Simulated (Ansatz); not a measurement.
# G0W0 on several functionals: BaTiO3 (R3m)

One-shot GW is not self-consistent; how far does the start matter for BaTiO3 (R3m)?

Calculated with Ansatz 0.2.0; G0W0 on several functionals, plane waves, PAW.

In doubt: masses and optical values from hybrid runs of this build are listed as unsure (step 4), which bears on the screening that GW takes from such a start.

**1. The structure**

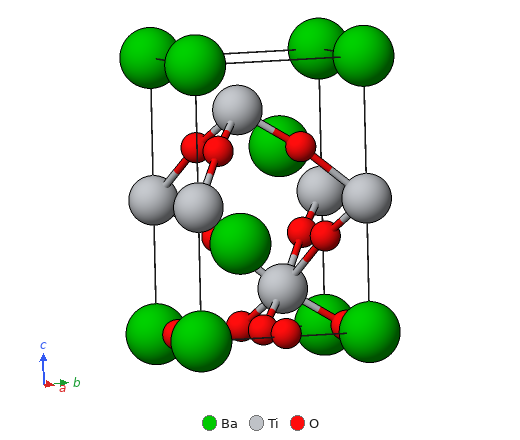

Start, viewed slightly off an axis; barium green, titanium light grey, oxygen red. This picture shows the conventional cell, with its axes. Some periodic images of atoms are drawn too.

The cell and positions come from the Crystallography Open Database and are kept as given unless a step says otherwise. Spin-orbit coupling is left out unless a step names it.

**2. G0W0 on LDA**

G0W0 replaces the xc potential by the self-energy, built once from these orbitals. Only a window of levels is corrected, while the sums run over the empty bands that the input names. This step takes PAW set soft_1 files.

This step: G0W0 on LDA, plane waves, PAW; PAW set soft_1.

Contents of input.yaml:

```yaml
crystal:
  lattice:
    - [2.8273666084, 1.6323808724, 2.3183934932]
    - [-2.8273666084, 1.6323808724, 2.3183934932]
    - [0.0, -3.2647617449, 2.3183934932]
  atoms:
    - { symbol: Ba, position: [0.0, 0.0, 0.0] }
    - { symbol: Ti, position: [0.4845, 0.4845, 0.4845] }
    - { symbol: O, position: [0.5086, 0.5086, 0.0175] }
    - { symbol: O, position: [0.0175, 0.5086, 0.5086] }
    - { symbol: O, position: [0.5086, 0.0175, 0.5086] }
kpoints:
  mp_grid: { grid: [4, 4, 4] }
hamiltonian:
  xc: lda
  pseudopotentials: { kind: paw, azcp: { folder: soft_1 }, xc_functional: pbe }
scf:
  occupations: { method: fixed }
gw:
  n_empty_bands: 145
  ecut_chi: 100
  qp_bands: [v2, c2]
  qp_kpoints: band_edges
  screening: { model: contour_deformation }
```

On the command line:

```bash
$ ansatz run input.yaml --threads 3 --pin off --max-ram 92160MiB --backend cuda --events-out ev --progress --plain --runs-dir out --devices 1 --max-vram 13GiB
```

Numbers of over 12 decimals in the logs are rounded to 6 here.

Log:

```text
GPUs: using 1 of 1 available (devices: 1).
Engine: ansatz 0.2.0, x86_64-unknown-linux-gnu
Pseudopotentials: kind: paw
Pseudopotential: Ba, paw, valence charge 10, recommended cutoff 420 eV (normal), soft_1/Ba.paw.azcp
Pseudopotential: Ti, paw, valence charge 12, recommended cutoff 420 eV (normal), soft_1/Ti.paw.azcp
Pseudopotential: O, paw, valence charge 6, recommended cutoff 420 eV (normal), soft_1/O.paw.azcp
Functional definition: SPW92
  exchange = slater_x
  correlation = pw_c
device memory: the entry about to start is reckoned to put 0.6 GiB on a device that reports 49.2 GiB free (of which the cap on the GPU budget leaves the run 13.0 GiB)
GPU FFT provider: cuFFT
GPU libraries: cuBLAS 13.8.2, cuFFT 12.4.0, cuSOLVER 12.3.4
Crystal: 5 atoms, lattice volume = 64.201 Å³
Basis set: ecut = 420 eV, 1237 PW (Γ)
Bands: 25, of which v1, the nominal top of the filled ones, is band 20 counted from 1 (19 counted from 0)
Symmetry: 6 space group operations
Space group: R3m (ITA 160), of the structure as read, at distance tolerance 4.0e-5 Å
k-points: 13 of 64 (time reversal used)
Non-local potential: Ba, projectors of the file, l = 0: 3, l = 1: 2, l = 2: 2, l = 3: 2
Non-local potential: Ti, projectors of the file, l = 0: 3, l = 1: 2, l = 2: 3, l = 3: 1
Non-local potential: O, projectors of the file, l = 0: 2, l = 1: 2, l = 2: 1
PAW form: soft (Blöchl's): semilocal exchange-correlation on the pseudo side does not see the compensation charge
PAW frozen core: Ba, regenerated for the run's functional, and the local potential with it (the file was generated under x = pbe(κ = 0.804, μ = 0.219515), c = pbe(β = 0.066725))
PAW frozen core: Ti, regenerated for the run's functional, and the local potential with it (the file was generated under x = pbe(κ = 0.804, μ = 0.219515), c = pbe(β = 0.066725))
PAW frozen core: O, regenerated for the run's functional, and the local potential with it (the file was generated under x = pbe(κ = 0.804, μ = 0.219515), c = pbe(β = 0.066725))
PAW one-centre angular grid: Ba, 194 points (default); XC on 64 Gauss nodes
PAW one-centre angular grid: Ti, 590 points (default); XC on 64 Gauss nodes
PAW one-centre angular grid: O, 110 points (default); XC on 64 Gauss nodes
Initial density: superposition of atomic densities (chi_scale 0.1, normalization cell, long waves kept (reshape's long-wave potential 0.00 eV rms))
Initial wavefunctions: pseudopotential atomic-orbital guess
GPU buffer pool allocated for 19683 grid points (all kernels)
GPU transforms: local potential and band sums: pruned to the plane-wave sphere, on 27×27×27
Functional: x = slater, c = lda
SCF iter   1: F=—  HF=-9905.097852 eV  |F-HF|=—  |Δ(HF+E_count)|=         —  Δρ=5.59e-2  dr2=1.95e0  ethr=3.10e-3  ⟨swp⟩=4.8  Hψ=1256  notcnv=0  defer=25
preconditioner: auto → Resta (q_TF=auto, 2.521 Å⁻¹)  ε∞=5.8  [insulator: Δε(μ)=2.556 eV  Ē_g=11.529 eV  n_scr=18 (ndim 8)  ℏωp=25.4 eV  f_vac=0.000  ε∞_Penn≈5.8]
SCF iter   2: F=—  HF=-9904.694431 eV  |F-HF|=—  |Δ(HF+E_count)|=   4.03e-1  Δρ=2.35e-2  dr2=4.91e-1  ethr=3.10e-3  ⟨swp⟩=2.5  Hψ=596  notcnv=0  defer=18
SCF iter   3: F=—  HF=-9904.624218 eV  |F-HF|=—  |Δ(HF+E_count)|=   7.02e-2  Δρ=1.78e-2  dr2=1.94e-1  ethr=1.23e-3  ⟨swp⟩=2.2  Hψ=543  notcnv=0  defer=26
SCF iter   4: F=—  HF=-9904.591466 eV  |F-HF|=—  |Δ(HF+E_count)|=   3.28e-2  Δρ=6.86e-3  dr2=3.54e-2  ethr=4.85e-4  ⟨swp⟩=2.4  Hψ=629  notcnv=0  defer=25
SCF iter   5: F=—  HF=-9904.584193 eV  |F-HF|=—  |Δ(HF+E_count)|=   7.27e-3  Δρ=1.62e-3  dr2=1.72e-3  ethr=8.84e-5  ⟨swp⟩=2.1  Hψ=458  notcnv=0  defer=36
SCF iter   6: F=—  HF=-9904.583861 eV  |F-HF|=—  |Δ(HF+E_count)|=   3.32e-4  Δρ=3.14e-4  dr2=7.01e-5  ethr=4.29e-6  ⟨swp⟩=2.2  Hψ=493  notcnv=0  defer=37
SCF iter   7: F=—  HF=-9904.583850 eV  |F-HF|=—  |Δ(HF+E_count)|=   1.10e-5  Δρ=3.17e-5  dr2=5.00e-7  ethr=1.75e-7  ⟨swp⟩=2.2  Hψ=497  notcnv=0  defer=15
SCF iter   8: F=-9904.583849 eV  HF=-9904.583849 eV  |F-HF|=7.15e-9  |Δ(HF+E_count)|=   4.76e-8  Δρ=6.16e-6  dr2=1.71e-8  ethr=2.50e-10  ⟨swp⟩=8.5  Hψ=1296  notcnv=0
SCF 1 converged in 8 iterations: F = -9904.583849 eV  dr2 = 1.71e-8
  greatest PAW one-centre occupation: 0.998 electrons in one spin orbital (limit 2), on the Ti atom at site 1 (counted from 0), in its partial waves of l = 0
device memory: the entry about to start is reckoned to put 0.7 GiB on a device that reports 51.1 GiB free (of which the cap on the GPU budget leaves the run 13.0 GiB)
NSCF: frozen V_eff on 13 k-points, pencils in batches of 32, up to order 100
the band table was solved once the SCF had ended and its energy, with any forces and stress, was formed, with the checks that follow a solve (1430 applications of the Hamiltonian). They found nothing against the state; the energy, forces and stress were not computed again (output.eigenvalues in the input reference)
device memory: the entry about to start is reckoned to put 2.9 GiB on a device that reports 52.1 GiB free (of which the cap on the GPU budget leaves the run 13.0 GiB)
NSCF: frozen V_eff on 13 k-points
G₀W₀ screening: q 1/13
[... further progress lines ...]
device memory: the entry about to start is reckoned to put 0.3 GiB on a device that reports 44.6 GiB free (of which the cap on the GPU budget leaves the run 13.0 GiB)
NSCF: frozen V_eff on 1 k-points
device memory: the entry about to start is reckoned to put 0.3 GiB on a device that reports 44.6 GiB free (of which the cap on the GPU budget leaves the run 13.0 GiB)
NSCF: frozen V_eff on 1 k-points
device memory: the entry about to start is reckoned to put 0.3 GiB on a device that reports 44.6 GiB free (of which the cap on the GPU budget leaves the run 13.0 GiB)
NSCF: frozen V_eff on 1 k-points
SCF converged after 8 iterations
Free energy (F): -9904.583849 eV
Harris-Foulkes:  -9904.583849 eV  (|F-HF|=7.15e-9)
Internal energy: -9904.583849 eV  (E = F + TS)
E sigma→0 (E₀):  -9904.583849 eV
Fermi energy:    9.818031 eV
--- Per-component energies (eV) ---
  E_band       = -151.076828
  E_kinetic    = 942.908697
  E_local      = -2203.235027  (includes V_loc(G=0)·N_el)
  E_nonlocal   = 320.908708
  E_hartree    = 842.706114
  E_xc         = -526.072883
  E_vxc        = -549.301188  (∫ρ·V_xc dr)
  E_paw        = -6473.487251  (= ΣΔE_a)
  E_vpaw       = -347.775393  (= ΣTr[D̂ρ^β])
  E_aug_tail   = 0.002241  (compensation charges beyond the density's cutoff)
  E_ewald      = -2809.213684
  E_core_change = 0.899235  (= ΣΔE_core)
  E_smearing   = -0.000000  (= −TS)
  E_closure    = -0.000000  (closes the sum)
  Σ components = -9904.583849   (vs F -9904.583849, Δ=0.00e0)
--- Band table (eV; the first three rows and the last of 13) ---
  k-point 0: bands = [... 16 lower, 8.7190, 9.3230, 9.4671, 9.4671, 12.1724, 12.1724, 12.3276, 14.3943, ... 1 higher]
  k-point 1: bands = [... 16 lower, 8.3858, 8.6098, 9.1870, 9.2337, 12.2621, 12.8858, 12.9677, 14.3854, ... 1 higher]
  k-point 2: bands = [... 16 lower, 8.1369, 8.1936, 8.8900, 9.0296, 12.3296, 13.6160, 13.7113, 14.3554, ... 1 higher]
  k-point 12: bands = [... 16 lower, 7.5310, 9.8031, 9.8031, 9.8180, 14.1730, 14.3218, 14.3218, 16.4735, ... 1 higher]
--- G₀W₀: contour deformation, 6 samples at zero and on the imaginary axis and 1 off it, 64 q-points, 145 empty bands' worth ---
  eigenvalues of the whole cell's RPA ε∞ on this k-mesh (on a slab, of 1 + 4πα/V) = 5.4363, 5.9182, 5.9182; static W/v taken at q = 0 is 0.173852
  gw.qp_kpoints: band_edges: 9 of 13 stored k-points solved, in 1 pass; an edge of the gap read off the rows below is read off those points alone
    valence top: of the k-points left out ik 8 came nearest to being solved in a further pass, in band 20 (counted from 1, as in the quasiparticle table): it holds the edge there only if its correction is more favourable than any solved in that band by at least 0.452 eV; those differ by 0.091 eV
    conduction bottom: of the k-points left out ik 9 came nearest to being solved in a further pass, in band 21 (counted from 1, as in the quasiparticle table): it holds the edge there only if its correction is more favourable than any solved in that band by at least 0.976 eV; those differ by 0.065 eV
  `?` marks the rows in doubt; gw_qp.tsv's column doubts and the gw_qp event give each row's grounds
    ik  band        ε_KS         Σx   Σc(E_QP)       V_xc       Z   E_QP_lin       E_QP  E_QP is
     0    19      9.4671   -25.7743     4.2889   -21.4345  0.7338     9.4161     9.4162  root
     0    20      9.4671   -25.7743     4.2889   -21.4345  0.7338     9.4161     9.4162  root
     0    21     12.1724   -13.0308    -5.9995   -20.6661  0.7446    13.8591    13.8082  root
     0    22     12.1724   -13.0308    -5.9995   -20.6661  0.7446    13.8591    13.8082  root
     1    19      9.1870   -25.2030     4.1655   -20.9786  0.7318     9.1280     9.1281  root
     1    20      9.2337   -25.7688     4.4238   -21.2661  0.7317     9.1547     9.1548  root
     1    21     12.2621   -13.2466    -6.0494   -20.9404  0.7420    13.9594    13.9064  root
     1    22     12.8858   -13.9882    -6.3004   -21.9528  0.7277    14.6141    14.5500  root
     2    19      8.8900   -25.3107     4.3107   -20.9101  0.7293     8.7999     8.8001  root
     2    20      9.0296   -25.8908     4.5967   -21.1806  0.7302     8.9160     8.9162  root
     2    21     12.3296   -13.3375    -6.2095   -21.2203  0.7389    14.0602    14.0029  root
     2    22     13.6160   -14.6499    -6.8233   -23.1566  0.7063    15.3858    15.2993  root
     3    19      8.9276   -25.2422     4.3691   -20.7705  0.7307     8.8248     8.8251  root
     3    20      9.3435   -25.4470     4.6150   -20.6983  0.7271     9.2095     9.2098  root
     3    21     12.8824   -13.8329    -6.4166   -21.9255  0.7283    14.6240    14.5584  root
     3    22     13.0174   -14.2158    -6.3731   -22.2676  0.7234    14.7637    14.6961  root
     4    19      8.8369   -25.1244     4.6328   -20.3348  0.7252     8.6796     8.6801  root
     4    20      9.3412   -25.1588     4.6732   -20.3436  0.7242     9.1989     9.1993  root
     4    21     12.9734   -14.0483    -6.4718   -22.2101  0.7248    14.7321    14.6634  root
     4    22     13.6608   -14.5008    -6.9581   -23.1500  0.7054    15.4402    15.3519  root
     5    19      8.9599   -25.2945     4.4089   -20.7775  0.7307     8.8516     8.8518  root
     5    20      9.3648   -25.3922     4.5817   -20.6872  0.7268     9.2412     9.2415  root
     5    21     12.8005   -13.7918    -6.3455   -21.8109  0.7308    14.5373    14.4741  root
     5    22     13.0363   -14.0184    -6.4660   -22.1624  0.7235    14.7828    14.7144  root
     6    19      9.0102   -25.1679     4.6808   -20.3032  0.7251     8.8256     8.8263  root
     6    20      9.7643   -25.6338     4.7551   -20.7625  0.7261     9.6478     9.6480  root
     6    21     13.7011   -14.7185    -6.9312   -23.3501  0.7039    15.4909    15.4015  root
     6    22     13.7022   -14.6732    -6.9613   -23.3240  0.7031    15.4812    15.3917  root
    10    19      9.3223   -25.1852     4.7370   -20.2945  0.7242     9.1681     9.1686  root
    10    20      9.7870   -25.6907     4.7568   -20.8254  0.7262     9.6783     9.6785  root
    10    21     13.8857   -14.6301    -7.1158   -23.4345  0.6996    15.6678    15.5742  root
    10    22     13.9857   -14.6937    -7.1477   -23.5353  0.6976    15.7765    15.6795  root
    12    19      9.8031   -25.7385     4.7551   -20.8824  0.7263     9.7020     9.7023  root
    12    20      9.8180   -25.7631     4.7655   -20.8952  0.7264     9.7155     9.7157  root
    12    21     14.1730   -14.6101    -7.4276   -23.7242  0.6904    15.9628    15.8595  root ?
    12    22     14.3218   -14.7070    -7.5189   -23.9194  0.6870    16.1241    16.0153  root ?
```

The job ended after 15 s (1 × NVIDIA H100 80GB HBM3 (shared by 6 runs) with 3 threads of AMD EPYC 7R13 (Zen 3), shared host; peak memory 1.1 GiB; 17 s of CPU time).

Reading the cycles: dr2 is the Hartree energy of the density residual (eV), the measure of convergence; HF is the Harris–Foulkes estimate of the energy, which meets the free energy F at convergence.

This step gave:

- bands summed: 165
- RPA ε∞ on this mesh (eigenvalues): 5.436, 5.918, 5.918
- plane waves in the screening matrix: 147
- q-points in the mesh: 64
- G0W0 gap on the mesh: 4.093 eV
- k of the valence top: -0.5, -0.5, -0.5
- k of the conduction bottom: 0, 0, 0
- starting gap on the mesh: 2.354 eV
- Z at the valence top: 0.7264
- Z at the conduction bottom: 0.7446
- least direct G0W0 gap on the computed points: 4.392 eV

The gap on the mesh goes from 2.35 eV to 4.09 eV, a correction of +1.74 eV. Between the two edge states, bare exchange in place of the xc potential would open the gap by 12.50 eV, and correlation takes back 10.77 eV.

**3. G0W0 on r2SCAN**

The same correction from a different start measures what one shot leaves open.

This step: G0W0 on r2SCAN, plane waves, PAW; PAW set soft_1.

input.yaml: that of step 2 with these lines changed.

```diff
@@ -14,4 +14,4 @@
 hamiltonian:
-  xc: lda
-  pseudopotentials: { kind: paw, azcp: { folder: soft_1 }, xc_functional: pbe }
+  xc: r2scan
+  pseudopotentials: { kind: paw, azcp: { folder: soft_1 } }
 scf:
```

Log:

```text
GPUs: using 1 of 1 available (devices: 1).
[...]
GPU FFT provider: cuFFT
GPU libraries: cuBLAS 13.8.2, cuFFT 12.4.0, cuSOLVER 12.3.4
Crystal: 5 atoms, lattice volume = 64.201 Å³
Basis set: ecut = 500 eV, 1647 PW (Γ), exchange–correlation on 120×120×120 points (64 copies of the dense FFT grid, shifted against one another)
Bands: 25, of which v1, the nominal top of the filled ones, is band 20 counted from 1 (19 counted from 0)
Symmetry: 6 space group operations
[...]
k-points: 13 of 64 (time reversal used)
[...]
GPU buffer pool allocated for 27000 grid points (all kernels)
[...]
SCF iter   1: F=—  HF=-10183.765911 eV  |F-HF|=—  |Δ(HF+E_count)|=         —  Δρ=5.39e-2  dr2=2.18e0  dr2_τ=2.51e-1  ethr=3.10e-3  ⟨swp⟩=4.8  Hψ=1263  notcnv=0  defer=23
[...]
SCF iter   8: F=-10183.964140 eV  HF=-10183.964140 eV  |F-HF|=4.39e-8  |Δ(HF+E_count)|=   3.09e-7  Δρ=1.07e-5  dr2=7.09e-8  dr2_τ=1.98e-9  ethr=2.50e-10  ⟨swp⟩=7.2  Hψ=1543  notcnv=0
SCF 1 converged in 8 iterations: F = -10183.964140 eV  dr2 = 7.09e-8
[...]
NSCF: frozen V_eff on 13 k-points, pencils in batches of 32, up to order 100
[...]
NSCF: frozen V_eff on 13 k-points
G₀W₀ screening: q 1/13
[... further progress lines ...]
[...]
SCF converged after 8 iterations
Free energy (F): -10183.964140 eV
[...]
Internal energy: -10183.964140 eV  (E = F + TS)
E sigma→0 (E₀):  -10183.964140 eV
Fermi energy:    9.883672 eV
[...]
--- Band table (eV; the first three rows and the last of 13) ---
  k-point 0: bands = [... 16 lower, 8.7731, 9.4073, 9.5207, 9.5207, 12.6862, 12.6862, 12.8233, 14.7607, ... 1 higher]
  k-point 1: bands = [... 16 lower, 8.4711, 8.6906, 9.2619, 9.2804, 12.7677, 13.3557, 13.4445, 14.7531, ... 1 higher]
  k-point 2: bands = [... 16 lower, 8.2386, 8.2986, 8.9515, 9.0639, 12.8309, 14.0624, 14.1624, 14.7249, ... 1 higher]
  k-point 12: bands = [... 16 lower, 7.5872, 9.8698, 9.8698, 9.8837, 14.6189, 14.7748, 14.7748, 17.2365, ... 1 higher]
[...]
0    19      9.5207   -25.9201     4.2785   -21.6859  0.7464     9.5650     9.5651  root
     0    20      9.5207   -25.9201     4.2785   -21.6859  0.7464     9.5650     9.5651  root
     0    21     12.6862   -12.9266    -5.9534   -20.1585  0.7517    13.9915    13.9647  root
     0    22     12.6862   -12.9266    -5.9534   -20.1585  0.7517    13.9915    13.9647  root
     1    19      9.2619   -25.4213     4.2023   -21.2262  0.7444     9.2690     9.2690  root
     1    20      9.2804   -25.8666     4.3762   -21.5147  0.7445     9.3047     9.3047  root
     1    21     12.7677   -13.1182    -6.0005   -20.4115  0.7493    14.0888    14.0606  root
     1    22     13.3557   -13.8368    -6.2155   -21.4086  0.7363    14.7478    14.7121  root
[...]
12    19      9.8698   -25.8959     4.7135   -21.2219  0.7396     9.9093     9.9093  root
    12    20      9.8837   -25.9210     4.7238   -21.2366  0.7397     9.9231     9.9231  root
    12    21     14.6189   -14.5026    -7.1995   -23.1221  0.7016    16.0996    16.0389  root
    12    22     14.7748   -14.5856    -7.2719   -23.2870  0.6990    16.2678    16.2043  root
```

The job ended after 23 s (1 × NVIDIA H100 80GB HBM3 (shared by 6 runs) with 3 threads; peak memory 1.2 GiB).

Numbers from this step:

| Quantity | Value |
| --- | --- |
| bands summed | 165 |
| RPA ε∞ on this mesh (eigenvalues) | 4.776, 5.179, 5.179 |
| plane waves in the screening matrix | 147 |
| q-points in the mesh | 64 |
| G0W0 gap on the mesh | 4.042 eV |
| k of the valence top | -0.5, -0.5, -0.5 |
| k of the conduction bottom | 0, 0, 0 |
| starting gap on the mesh | 2.803 eV |
| Z at the valence top | 0.7397 |
| Z at the conduction bottom | 0.7517 |
| least direct G0W0 gap on the computed points | 4.400 eV |

Against the run with 4×4×4 mesh, 145 empty bands, screening to 100 eV, PAW set soft_1 files on LDA, the gap moves by −0.05 eV, while the start moved by +0.45 eV.

**4. G0W0 on HSE06**

This step: G0W0 on HSE06, plane waves, PAW; PAW set soft_1.

input.yaml: that of step 3 with these lines changed.

```diff
@@ -14,3 +14,3 @@
 hamiltonian:
-  xc: r2scan
+  xc: hse06
   pseudopotentials: { kind: paw, azcp: { folder: soft_1 } }
```

Log:

```text
GPUs: using 1 of 1 available (devices: 1).
[...]
davidson cushion auto → on  (no smearing: the cushion is to keep the highest requested band from converging to the state above it; pin scf.eigensolver.cushion to override)
[...]
GPU FFT provider: cuFFT
GPU libraries: cuBLAS 13.8.2, cuFFT 12.4.0, cuSOLVER 12.3.4
Crystal: 5 atoms, lattice volume = 64.201 Å³
Basis set: ecut = 420 eV, 1237 PW (Γ)
[...]
1    21     13.1544   -12.4958    -5.6511   -19.0135  0.7808    14.0296    14.0211  root
     1    22     13.8114   -13.2762    -5.8229   -20.0030  0.7693    14.7258    14.7153  root
[...]
12    19      9.1579   -25.8981     4.4366   -21.8743  0.7692     9.5688     9.5706  root
    12    20      9.1712   -25.9227     4.4460   -21.8899  0.7692     9.5825     9.5844  root
    12    21     15.2707   -14.0875    -6.6579   -21.6442  0.7381    16.1841    16.1695  root
    12    22     15.4399   -14.2028    -6.7286   -21.8386  0.7353    16.3622    16.3469  root
[key lines of the parts left out:]
Free energy (F): -10163.664796 eV
Fermi energy:    9.171231 eV
```

Elapsed: 43 s, on 1 × NVIDIA H100 80GB HBM3 (shared by 6 runs) with 3 threads; peak memory 1.4 GiB.

Numbers from this step:

| Quantity | Value |
| --- | --- |
| bands summed | 165 |
| RPA ε∞ on this mesh (eigenvalues) | 4.122, 4.418, 4.418 |
| plane waves in the screening matrix | 147 |
| G0W0 gap on the mesh | 4.335 eV |
| k of the valence top | -0.5, -0.5, -0.5 |
| k of the conduction bottom | 0, 0, 0 |
| starting gap on the mesh | 3.890 eV |
| least direct G0W0 gap on the computed points | 4.715 eV |

Against the run with 4×4×4 mesh, 145 empty bands, screening to 100 eV, PAW set soft_1 files on r2SCAN, the gap moves by +0.29 eV, while the start moved by +1.09 eV.

[end of part 1 of 2]

[Paths, hosts, dates, memory and timing lines, banners, echoed tables and standing remarks are left out of the program output.]

[Logs are printed without paths, hosts, clocks, repeated set-up lines and the standing remarks that a program may print on its own settings, such as how far it seeks lower states.]

[Runs of the session that timed out or met a known fault of the program may be left out.]

[Cells called generated may have been cut or substituted from an entry of the Crystallography Open Database or the Materials Project.]

[Hosts, paths, dates, database ids (printed as entryN), source tags and the programs' standing remarks are cut or masked in the printed files.]
